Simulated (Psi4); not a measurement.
**BH3Br− (SMILES [BH3-]Br): CCSD/def2-TZVP**

Aim: the vertical ionisation energy of BH3Br− at CCSD/def2-TZVP, from 2 runs. 

The results are computed with Psi4 1.11.

**1. Starting point**

The species is BH3Br− (5 atoms), meant as a singlet with charge -1. SMILES: `[BH3-]Br`. The shape is that of a GFN2-xTB optimisation.

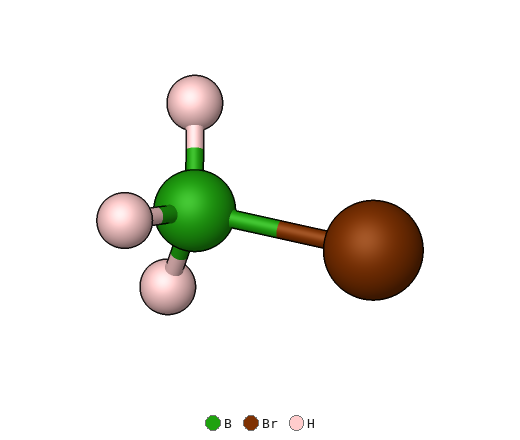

Viewed from a chosen angle; boron green, bromine brown, hydrogen pink.

**2. The energy at CCSD/def2-TZVP**

File bbrh3.json:

```json
{
  "schema_name": "qcschema_input",
  "schema_version": 1,
  "molecule": {
    "schema_name": "qcschema_molecule",
    "schema_version": 2,
    "symbols": ["B", "Br", "H", "H", "H"],
    "geometry": [0.1994417, -0.08942184, 0.27537089, -1.97321422, 0.88393829, -2.72371896, 2.33201652, -0.41044851, -0.49191461, -0.66620405, -2.01573306, 1.1584777, 0.10796005, 1.63166513, 1.78180387],
    "molecular_charge": -1,
    "molecular_multiplicity": 1,
    "fix_symmetry": "c1"
  },
  "driver": "energy",
  "model": {
    "method": "ccsd",
    "basis": "def2-TZVP"
  },
  "keywords": {
    "puream": true,
    "e_convergence": 1e-09,
    "d_convergence": 1e-08,
    "scf_type": "pk",
    "num_frozen_docc": 10
  }
}
```

Launch:

```bash
psi4 --qcschema bbrh3.json -n 1 --memory 1600MB
```

stdout:

```text
[...]
  Running in c1 symmetry.
[...]
  Nuclear repulsion =   73.969301091074627
[...]
  Multiplicity = 1
[...]
  Nalpha       = 22
  Nbeta        = 22
[...]
    Number of basis functions: 97
[...]
   @RHF iter   1: -2598.64608659283749   -2.04936e+00   1.26753e-02 DIIS/ADIIS
[...]
   @RHF iter  10: -2598.90280945790755   -2.36469e-11   8.09056e-09 DIIS
[...]
    Orbital Energies [Eh]
    ---------------------
    Doubly Occupied:
       1A   -489.775063     2A    -64.918377     3A    -58.273006
       4A    -58.272615     5A    -58.272615     6A     -9.592256
       7A     -7.359261     8A     -7.202172     9A     -7.199370
      10A     -7.199370    11A     -2.943507    12A     -2.942105
      13A     -2.942105    14A     -2.938673    15A     -2.938673
      16A     -0.776121    17A     -0.476499    18A     -0.271108
      19A     -0.271069    20A     -0.234105    21A     -0.171656
      22A     -0.171647
[...]
  @RHF Final Energy: -2598.90280945790755
   => Energetics <=
    Nuclear Repulsion Energy =             73.9693010910746267
    One-Electron Energy =               -3775.4614798349525699
    Two-Electron Energy =                1102.5893692859704061
    Total Energy =                      -2598.9028094579075514
[...]
 Multipole Moments:
 ------------------------------------------------------------------------------------
     Multipole            Electronic (a.u.)      Nuclear  (a.u.)        Total (a.u.)
 ------------------------------------------------------------------------------------
 L = 1.  Multiply by 2.5417464519 to convert [e a0] to [Debye]
 Dipole X            :         -4.7970058            3.9044654           -0.8925403
 Dipole Y            :          2.1488461           -1.7490294            0.3998166
 Dipole Z            :         -6.6215019            5.3894792           -1.2320227
 Magnitude           :                                                    1.5730104
[...]
      * MP2 total energy                      = -2599.319753585687067
[...]
      * CCSD total energy                     = -2599.343687443772524
[...]
```

The result, in JSON:

```text
{
 "driver": "energy",
 "model": {
  "method": "ccsd",
  "basis": "def2-TZVP"
 },
 "success": true,
 "return_result": -2599.3436874437725,
 "properties": {
  "calcinfo_nbasis": 97,
  "calcinfo_nmo": 97,
  "calcinfo_nalpha": 22,
  "calcinfo_nbeta": 22,
  "calcinfo_natom": 5,
  "nuclear_repulsion_energy": 73.96930109107463,
  "return_energy": -2599.3436874437725,
  "scf_one_electron_energy": -3775.4614798349526,
  "scf_two_electron_energy": 1102.5893692859704,
  "scf_dipole_moment": [-0.8925403359126678, 0.39981663715606275, -1.232022745529454],
  "scf_total_energy": -2598.9028094579076,
  "scf_iterations": 10,
  "mp2_same_spin_correlation_energy": -0.11013531920057473,
  "mp2_opposite_spin_correlation_energy": -0.30680880857750986,
  "mp2_singles_energy": -4.188136431579829e-27,
  "mp2_doubles_energy": -0.4169441277780846,
  "mp2_correlation_energy": -0.4169441277780846,
  "mp2_total_energy": -2599.319753585687,
  "ccsd_same_spin_correlation_energy": -0.10361035820097664,
  "ccsd_opposite_spin_correlation_energy": -0.33726762766262824,
  "ccsd_singles_energy": 0.0,
  "ccsd_doubles_energy": -0.4408779858636049,
  "ccsd_correlation_energy": -0.4408779858636047,
  "ccsd_total_energy": -2599.3436874437725,
  "ccsd_iterations": 15
 }
}
```

Run time: 24 s. Hardware: 1 thread of Intel Xeon Platinum 8488C (Sapphire Rapids), shared host; peak memory 0.73 GiB.

**3. Doublet neutral BH3Br at the same level**

File bbrh3.xyz:

```xyz
5
BBrH3
B      0.105540    -0.047320     0.145720
Br    -1.044180     0.467760    -1.441330
H      1.234050    -0.217200    -0.260310
H     -0.352540    -1.066680     0.613040
H      0.057130     0.863440     0.942890
```

File run_ase.py:

```python
import numpy as np
from ase.calculators.psi4 import Psi4
from ase.io import read

atoms = read('bbrh3.xyz')
calc = Psi4(atoms=atoms, method='ccsd', basis='def2-TZVP', memory='1600MB', num_threads=1, charge=0, multiplicity=2, label='bbrh3', reference='uhf')
calc.psi4.set_options({'puream': True, 'e_convergence': 1e-09, 'd_convergence': 1e-08, 'scf_type': 'pk', 'num_frozen_docc': 10, 'maxiter': 200})
atoms.calc = calc

print(f'energy: {atoms.get_potential_energy():.6f} eV')
```

Launch:

```bash
python run_ase.py
```

bbrh3.dat:

```text
[...]
  Running in c1 symmetry.
[...]
  Nuclear repulsion =   73.969301079071656
[...]
  Multiplicity = 2
[...]
  Nalpha       = 22
  Nbeta        = 21
[...]
    Number of basis functions: 97
[...]
   @UHF iter   1: -2598.56860124475816   -1.97188e+00   1.19001e-02 DIIS/ADIIS
[...]
   @UHF iter  54: -2598.77277011869046   -1.36424e-11   4.22617e-09 DIIS
[...]
   @S^2 Observed:                7.624842922E-01
[...]
    Orbital Energies [Eh]
    ---------------------
    Alpha Occupied:
       1A   -490.115452     2A    -65.256173     3A    -58.616221
       4A    -58.609287     5A    -58.608898     6A     -9.931950
       7A     -7.574062     8A     -7.554364     9A     -7.534369
      10A     -7.531740    11A     -3.288264    12A     -3.284841
      13A     -3.281672    14A     -3.269095    15A     -3.269037
      16A     -1.117897    17A     -0.712960    18A     -0.581984
      19A     -0.528421    20A     -0.511167    21A     -0.454367
      22A     -0.428810
    Alpha Virtual:
      23A      0.136707    24A      0.141964    25A      0.182902
[...]
  @UHF Final Energy: -2598.77277011869046
   => Energetics <=
    Nuclear Repulsion Energy =             73.9693010790716556
    One-Electron Energy =               -3762.1889048480097699
    Two-Electron Energy =                1089.4468336502479815
    Total Energy =                      -2598.7727701186904596
  UHF NO Occupations:
  HONO-2 :   20  A 1.9982609
  HONO-1 :   21  A 1.9965966
[...]
 Multipole Moments:
 ------------------------------------------------------------------------------------
     Multipole            Electronic (a.u.)      Nuclear  (a.u.)        Total (a.u.)
 ------------------------------------------------------------------------------------
 L = 1.  Multiply by 2.5417464519 to convert [e a0] to [Debye]
 Dipole X            :         -4.5189608            3.9044654           -0.6144953
 Dipole Y            :          2.0765158           -1.7490295            0.3274863
 Dipole Z            :         -6.2855142            5.3894792           -0.8960350
 Magnitude           :                                                    1.1347822
[...]
      * MP2 total energy                      = -2599.156516458930128
[...]
      * CCSD total energy                     = -2599.189253327313963
```

The script printed:

```text
energy: -70727.542123 eV
```

Wall time 88 s (1 thread of Intel Xeon Platinum 8488C (Sapphire Rapids), shared host); peak memory 0.75 GiB.

**4. What came out**

At CCSD/def2-TZVP, 10 core orbitals frozen:

| quantity | value |
| --- | --- |
| singlet BH3Br−: total energy | -2599.34369 Eh |
| singlet BH3Br−: HOMO energy (Hartree–Fock orbitals) | -4.67 eV |
| singlet BH3Br−: LUMO energy (Hartree–Fock orbitals) | 8.26 eV |
| singlet BH3Br−: HOMO–LUMO gap (to an unbound level, set by the basis) | 12.93 eV |
| singlet BH3Br−: correlation energy (10 core orbitals frozen) | -440.9 mEh |
| singlet BH3Br−: T1 diagnostic | 0.007 |
| doublet neutral BH3Br: total energy | -2599.18925 Eh |
| doublet neutral BH3Br: HOMO energy (Hartree–Fock orbitals) (highest over α and β) | -11.36 eV |
| doublet neutral BH3Br: LUMO energy (Hartree–Fock orbitals) (lowest over α and β) | -2.41 eV |
| doublet neutral BH3Br: correlation energy (10 core orbitals frozen) | -416.5 mEh |
| doublet neutral BH3Br: ⟨S²⟩ of the reference determinant | 0.762 |
| doublet neutral BH3Br: T1 diagnostic | 0.046 |
| vertical detachment energy (to the doublet neutral) | 4.202 eV |

**Reading.** Removing an electron at fixed nuclei costs 4.20 eV (405 kJ/mol). The T1 diagnostic (doublet neutral BH3Br) of 0.046 is above the customary mark for such species, so a single reference may not serve.
